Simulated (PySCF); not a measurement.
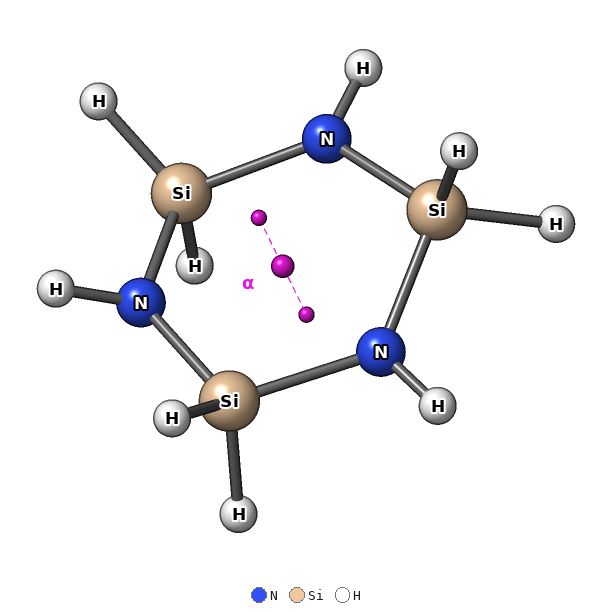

The small points mark where nucleus-independent chemical shifts (NICS) were computed: at the centre of each lettered ring and 1 Å above and below it. Geometry: a frame of a GFN2-xTB molecular-dynamics simulation, not a minimum. Properties computed with GIAO PBE0/pcSseg-1 NMR shielding, non-relativistic, gas phase (PySCF 2.14.0).

Give NICS(0), NICS(1) and the out-of-plane component NICS(1)zz for each ring (means of the two sides).

| ring | members | NICS(0) | NICS(1) | NICS(1)zz |
| --- | --- | --- | --- | --- |
| α | Si3N3 | −2.4 | −0.5 | 4.4 |

Values in ppm.

Question: What do the values say about the ring currents?

Answer: Ring α: weak, as in a non-aromatic ring. NICS is one index among several.
